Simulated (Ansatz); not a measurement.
# SiHCl (SMILES [SiH]Cl) at BLYP/cc-pVTZ

Aim: the vertical singlet–triplet gap of SiHCl at BLYP/cc-pVTZ, from 2 runs. 

The results are computed with Ansatz 0.2.0.

59 further runs of the same task are left out: 59 set aside as unsound or not needed.

## 1. The structure to begin with

SiHCl has 3 atoms, charge 0, and is taken as a singlet. As SMILES, `[SiH]Cl`. Geometry: relaxed at PBE0-D4/def2-TZVP.

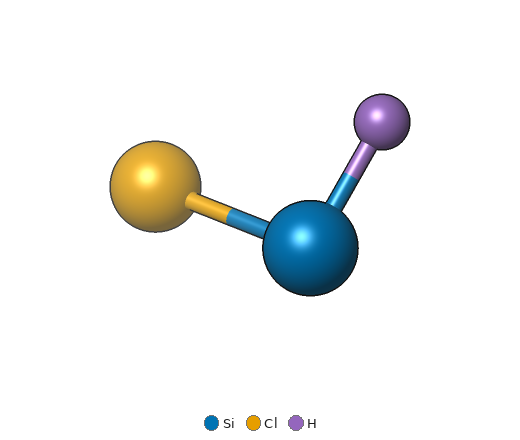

The structure, seen from a chosen angle (silicon blue, chlorine amber, hydrogen purple).

## 2. A single-point energy at BLYP/cc-pVTZ

File input.yaml:

```yaml
crystal:
  periodic: [false, false, false]
  atoms:
    - {symbol: Si, position_ang: [-0.548300, 0.570970, -0.233910]}
    - {symbol: Cl, position_ang: [1.275420, 0.352820, 0.736230]}
    - {symbol: H, position_ang: [-0.727130, -0.923790, -0.502320]}
basis:
  gaussian:
    orbitals: cc-pVTZ
total_charge: 0
accuracy: high
hamiltonian:
  xc: {name: BLYP}
output:
  orbitals: {seedname: orbitals}
```

Command:

```bash
ansatz run input.yaml --threads 1 --pin off --max-ram 3480MiB --events-out events.jsonl --progress --plain --runs-dir runs
```

Output:

```text
Warning: RAYON_NUM_THREADS=1 ignored (pool sized by the plan → 1); use --threads N
Functional definition: BLYP
  name "BLYP"
  parameter beta = 0.0042
  parameter a = 0.04918
  parameter b = 0.132
  parameter c = 0.2533
  parameter d = 0.349
  exchange = b88_x(beta = beta)
  correlation = lyp_c(a = a, b = b, c = c, d = d)
1263 factors; integrals over basis functions are off by at most 3.9e-9 eV
mean field evaluation 1: about -20416.2037 eV, gradient 1.6e1 eV
mean field evaluation 2: about -20416.0779 eV, gradient 1.8e1 eV
mean field evaluation 4: about -20417.0214 eV, gradient 1.7e0 eV
mean field evaluation 8: about -20417.0269 eV, gradient 4.0e-2 eV
mean field evaluation 16: about -20417.0269 eV, gradient 2.9e-6 eV
mean field -20417.02687481 eV, -750.3118984913 hartree, gradient 1.0e-8 eV, S^2 0.000000; 0 other end points of the search recorded, 0 dependent functions left out
reference -20417.02691418 eV, -750.3118999384 hartree; 16, 16 occupied and 66, 66 virtual orbitals, 1263 factors
Total energy: -20417.02691418 eV, -750.3118999384 hartree
```

Run time: 3.3 s. Hardware: 1 thread of Arm Neoverse V1, shared host; peak memory 0.15 GiB.

## 3. The triplet at the same level

File molecule.yaml:

```yaml
crystal:
  periodic: [false, false, false]
  atoms:
    - {symbol: Si, position_ang: [-0.548300, 0.570970, -0.233910]}
    - {symbol: Cl, position_ang: [1.275420, 0.352820, 0.736230]}
    - {symbol: H, position_ang: [-0.727130, -0.923790, -0.502320]}
basis:
  gaussian:
    orbitals: cc-pVTZ
magnetization:
  spin_polarized: true
  initial_magnetization: 2
hamiltonian:
  xc: {name: BLYP}
accuracy: high
output:
  orbitals: {seedname: orbitals}
```

Command:

```bash
ansatz run molecule.yaml --threads 1 --pin off --max-ram 3480MiB --events-out events.jsonl --progress --plain --runs-dir runs
```

Output (excerpt; [...] marks lines left out):

```text
Warning: RAYON_NUM_THREADS=1 ignored (pool sized by the plan → 1); use --threads N
[... 9 set-up lines as earlier in the session ...]
1263 factors; integrals over basis functions are off by at most 3.9e-9 eV
mean field evaluation 1: about -20414.5063 eV, gradient 1.1e1 eV
mean field evaluation 2: about -20414.1036 eV, gradient 1.3e1 eV
mean field evaluation 4: about -20415.3390 eV, gradient 1.5e0 eV
mean field evaluation 8: about -20415.3510 eV, gradient 1.2e-1 eV
mean field evaluation 16: about -20415.3512 eV, gradient 1.4e-5 eV
mean field -20415.35115166 eV, -750.2503168017 hartree, gradient 2.2e-8 eV, S^2 2.002791; 0 other end points of the search recorded, 0 dependent functions left out
reference -20415.35119111 eV, -750.2503182513 hartree; 17, 15 occupied and 65, 67 virtual orbitals, 1263 factors
Total energy: -20415.35119111 eV, -750.2503182513 hartree
```

It took 5.1 s on 1 thread of Arm Neoverse V1, shared host; peak memory 0.18 GiB.

## 4. Summary of results

Level: BLYP/cc-pVTZ.

| quantity | value |
| --- | --- |
| singlet: total energy | -750.31190 Eh |
| singlet: HOMO energy | -5.77 eV |
| singlet: LUMO energy | -3.65 eV |
| singlet: HOMO–LUMO gap | 2.13 eV |
| triplet: total energy | -750.25032 Eh |
| triplet: HOMO energy (highest over α and β) | -4.15 eV |
| triplet: ⟨S²⟩ | 2.003 |
| vertical energy of the triplet above the singlet | 1.676 eV |

At this shape the triplet lies 1.68 eV (39 kcal/mol) above the singlet.
